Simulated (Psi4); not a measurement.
# MP3/def2-SVPD (core potential) run of C2H3In (SMILES C#[C][InH2])

What is the vertical singlet–triplet gap of C2H3In at MP3/def2-SVPD (core potential)? 

The results are computed with Psi4 1.11.

3 further runs of the same task are left out: 2 that didn't finish, 1 set aside as unsound or not needed.

**1. The molecule**

The species is C2H3In (6 atoms), meant as a singlet with charge 0. SMILES: `C#[C][InH2]`. The shape is that of a PBE0-D4/def2-TZVP optimisation.

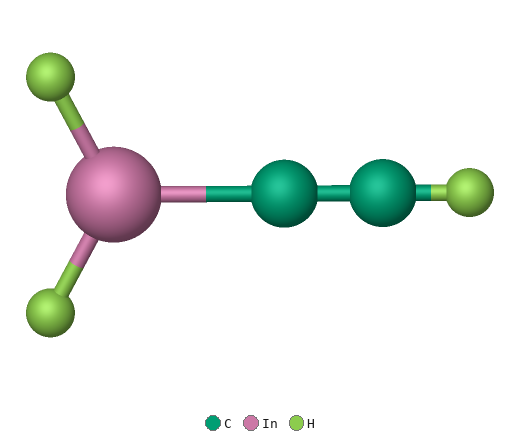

The structure, seen from a chosen angle (carbon teal, indium pink, hydrogen green).

**2. The energy at MP3/def2-SVPD (core potential)**

job.py

```python
import psi4

psi4.set_memory(1600000000)
psi4.set_num_threads(1)
psi4.core.set_output_file('run.log', False)

mol = psi4.geometry("""
C     -0.186600    -1.928000     0.015100
C     -0.070400    -0.723400     0.005900
In     0.131900     1.363900    -0.010600
H     -0.289000    -2.989600     0.023300
H      0.673500     2.081500    -1.468800
H     -0.259400     2.195500     1.435000
units angstrom
symmetry c1
""")

psi4.set_options({
    'basis': 'def2-SVPD',
    'puream': True,
    'e_convergence': 1e-09,
    'd_convergence': 1e-08,
    'scf_type': 'pk',
    'num_frozen_docc': 6,
    'mp_type': 'conv',
})

energy_value = psi4.energy('mp3')
print(f'mp3 energy: {energy_value:.10f} Eh')
```

On the command line:

```console
$ python job.py
```

run.log:

```text
[...]
    !!!  WARNING: ECP capability is in beta. Please check occupations closely.  !!!
[...]
  Running in c1 symmetry.
[...]
  Nuclear repulsion =   91.358346393140707
[...]
  Multiplicity = 1
[...]
  Nalpha       = 18
  Nbeta        = 18
[...]
    Number of basis functions: 96
[...]
   @RHF iter   1:  -266.42670003065911   -1.57735e+00   4.63316e-03 DIIS/ADIIS
[...]
   @RHF iter  11:  -266.53847451909007   -6.66773e-11   9.57335e-09 DIIS
[...]
    Orbital Energies [Eh]
    ---------------------
    Doubly Occupied:
       1A    -11.234170     2A    -11.216908     3A     -5.398252
       4A     -3.659637     5A     -3.651088     6A     -3.649728
       7A     -1.050824     8A     -1.041406     9A     -1.040942
      10A     -1.038681    11A     -1.036126    12A     -0.991854
      13A     -0.719879    14A     -0.596200    15A     -0.461011
      16A     -0.429393    17A     -0.395169    18A     -0.384315
[...]
  @RHF Final Energy:  -266.53847451909007
   => Energetics <=
    Nuclear Repulsion Energy =             91.3583463931407067
    One-Electron Energy =                -619.8024777872561799
    Two-Electron Energy =                 261.9056568750254428
    Total Energy =                       -266.5384745190900730
[...]
 Multipole Moments:
 ------------------------------------------------------------------------------------
     Multipole            Electronic (a.u.)      Nuclear  (a.u.)        Total (a.u.)
 ------------------------------------------------------------------------------------
 L = 1.  Multiply by 2.5417464519 to convert [e a0] to [Debye]
 Dipole X            :          3.2989309           -3.2900290            0.0089019
 Dipole Y            :         34.0855084          -33.9949526            0.0905558
 Dipole Z            :         -0.2662634            0.2657071           -0.0005563
 Magnitude           :                                                    0.0909940
[...]
	SCS-MP2 Total Energy (a.u.)        :  -266.89447127848223
	SOS-MP2 Total Energy (a.u.)        :  -266.89300265183078
[...]
	SOS-PI-MP2 Total Energy (a.u.)     :  -266.92027404665697
[...]
	MP2 Total Energy (a.u.)            :  -266.89740853178506
[...]
	SCS-MP3 Total Energy (a.u.)        :  -266.89920027358482
[...]
	MP3 Total Energy (a.u.)            :  -266.91632451219550
[...]
```

Standard output:

```text
mp3 energy: -266.9163245122 Eh
```

Run time: 13 s. Hardware: 1 thread of Intel Xeon Platinum 8259CL at 2.50GHz (Skylake/Cascade Lake), shared host; peak memory 0.74 GiB.

**3. The triplet at the same level**

calc.dat

```
memory 1600 mb

molecule geom {
  0 3
  C     -0.35262289    -3.64339197     0.02853486
  C     -0.13303672    -1.36702788     0.01114938
  In     0.24925488     2.57739746    -0.02003110
  H     -0.54613085    -5.64952522     0.04403062
  H      1.27273054     3.93346493    -2.77562973
  H     -0.49019496     4.14889371     2.71175699
  units au
  symmetry c1
}

set {
  reference uhf
  puream true
  e_convergence 1e-09
  d_convergence 1e-08
  scf_type pk
  num_frozen_docc 6
  maxiter 200
  mp_type conv
}

e_tot, wfn = energy('mp3/def2-SVPD', return_wfn=True)
```

On the command line:

```console
$ psi4 -n 1 calc.dat calc.out
```

calc.out:

```text
[...]
    !!!  WARNING: ECP capability is in beta. Please check occupations closely.  !!!
[...]
  Running in c1 symmetry.
[...]
  Nuclear repulsion =   91.358346432264852
[...]
  Multiplicity = 3
[...]
  Nalpha       = 19
  Nbeta        = 17
[...]
    Number of basis functions: 96
[...]
   @UHF iter   1:  -266.17177416226173   -1.31689e+00   5.11891e-03 DIIS/ADIIS
[...]
   @UHF iter  28:  -266.35829232052538   -9.26548e-12   7.89263e-09 DIIS
[...]
   @S^2 Observed:                2.208797116E+00
[...]
    Orbital Energies [Eh]
    ---------------------
    Alpha Occupied:
       1A    -11.235226     2A    -11.213212     3A     -5.409899
       4A     -3.671141     5A     -3.662499     6A     -3.661510
       7A     -1.066435     8A     -1.061237     9A     -1.049707
      10A     -1.048951    11A     -1.041730    12A     -0.998797
      13A     -0.720474    14A     -0.666298    15A     -0.565816
      16A     -0.492380    17A     -0.408191    18A     -0.401092
      19A     -0.203359
    Alpha Virtual:
      20A      0.042980    21A      0.060399    22A      0.086551
      23A      0.105999    24A      0.109915    25A      0.117020
[...]
  @UHF Final Energy:  -266.35829232052538
   => Energetics <=
    Nuclear Repulsion Energy =             91.3583464322648524
    One-Electron Energy =                -619.2960813175563999
    Two-Electron Energy =                 261.5794425647661683
    Total Energy =                       -266.3582923205253792
  UHF NO Occupations:
  HONO-2 :   17  A 1.9615474
  HONO-1 :   18  A 1.0000000
[...]
 Multipole Moments:
 ------------------------------------------------------------------------------------
     Multipole            Electronic (a.u.)      Nuclear  (a.u.)        Total (a.u.)
 ------------------------------------------------------------------------------------
 L = 1.  Multiply by 2.5417464519 to convert [e a0] to [Debye]
 Dipole X            :          3.3389765           -3.2900290            0.0489475
 Dipole Y            :         34.5157216          -33.9949525            0.5207691
 Dipole Z            :         -0.2647174            0.2657071            0.0009898
 Magnitude           :                                                    0.5230653
[...]
	SCS-MP2 Total Energy (a.u.)        :  -266.69726157823203
	SOS-MP2 Total Energy (a.u.)        :  -266.69288206070888
[...]
	SOS-PI-MP2 Total Energy (a.u.)     :  -266.71861973303072
[...]
	MP2 Total Energy (a.u.)            :  -266.70602061327810
[...]
	SCS-MP3 Total Energy (a.u.)        :  -266.70246054720593
[...]
	MP3 Total Energy (a.u.)            :  -266.72681648917376
[...]
```

Run time: 25 s. Hardware: 1 thread of Intel Xeon Platinum 8259CL at 2.50GHz (Skylake/Cascade Lake), shared host; peak memory 0.79 GiB.

**4. Outcome**

At MP3/def2-SVPD (core potential), 6 core orbitals frozen:

| quantity | value |
| --- | --- |
| singlet: total energy | -266.91632 Eh |
| singlet: HOMO energy (Hartree–Fock orbitals) | -10.46 eV |
| singlet: LUMO energy (Hartree–Fock orbitals) | 0.60 eV |
| singlet: HOMO–LUMO gap (Hartree–Fock orbitals) | 11.06 eV |
| singlet: correlation energy (6 core orbitals frozen) | -377.8 mEh |
| triplet: total energy | -266.72682 Eh |
| triplet: HOMO energy (Hartree–Fock orbitals) (highest over α and β) | -5.53 eV |
| triplet: LUMO energy (Hartree–Fock orbitals) (lowest over α and β) | -3.49 eV |
| triplet: correlation energy (6 core orbitals frozen) | -368.5 mEh |
| triplet: ⟨S²⟩ of the reference determinant | 2.209 |
| vertical energy of the triplet above the singlet | 5.157 eV |

At this shape the triplet lies 5.16 eV (119 kcal/mol) above the singlet. ⟨S²⟩ (triplet) is 2.21 where a pure triplet has 2.00: the reference is spin-contaminated.
